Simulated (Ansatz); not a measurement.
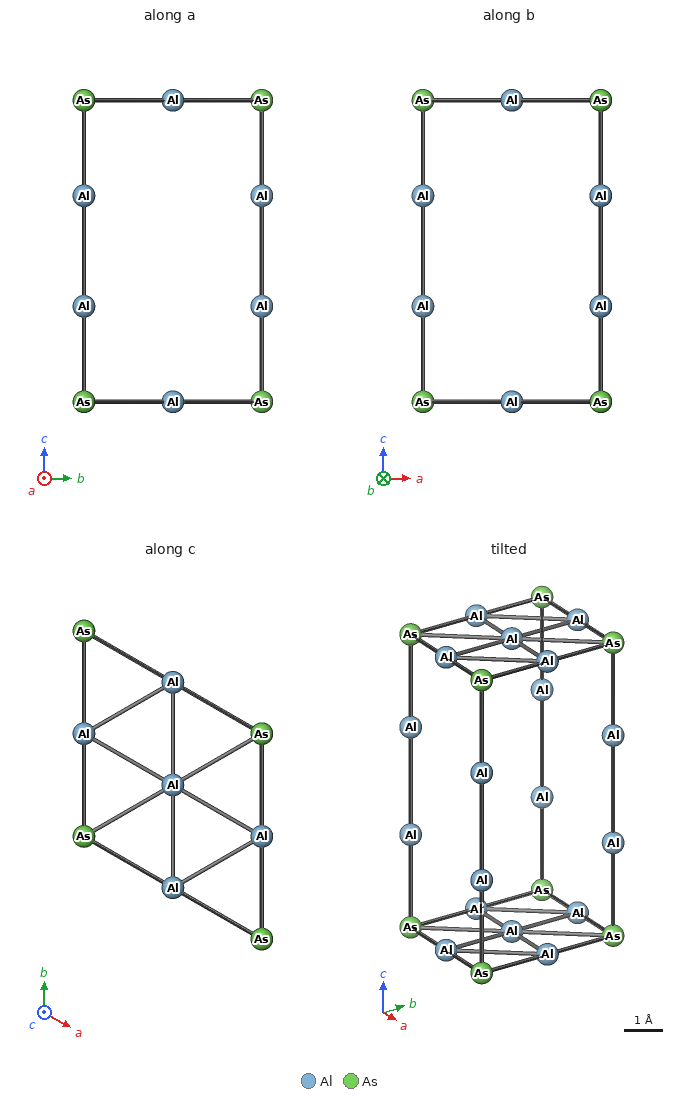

The figure gives a ball-and-stick picture of the atoms, viewed along the a axis, along the b axis, along the c axis and slightly off an axis. Lines trace the edges of the conventional unit cell.

Lattice parameters: a = 5.428 Å, b = 5.428 Å, c = 7.967 Å, α = 90.00°, β = 90.00°, γ = 120.00°.

Question: Record the structure as a table of Wyckoff sites, with free fractional coordinates to two decimals.

Answer: Space group P6/mmm (No. 191).
```json
{"atom": "Al", "site": "2e", "x": "0.00", "y": "0.00", "z": "0.68"}
{"atom": "Al", "site": "3f", "x": "0.50", "y": "0.00", "z": "0.00"}
{"atom": "As", "site": "1a", "x": "0.00", "y": "0.00", "z": "0.00"}
```

Starting structure: a random cell made by a generator, so it need not be a real form of the compound. Cell shown after relaxation with DFT PBE, scalar-relativistic, plane waves, PAW in Ansatz.
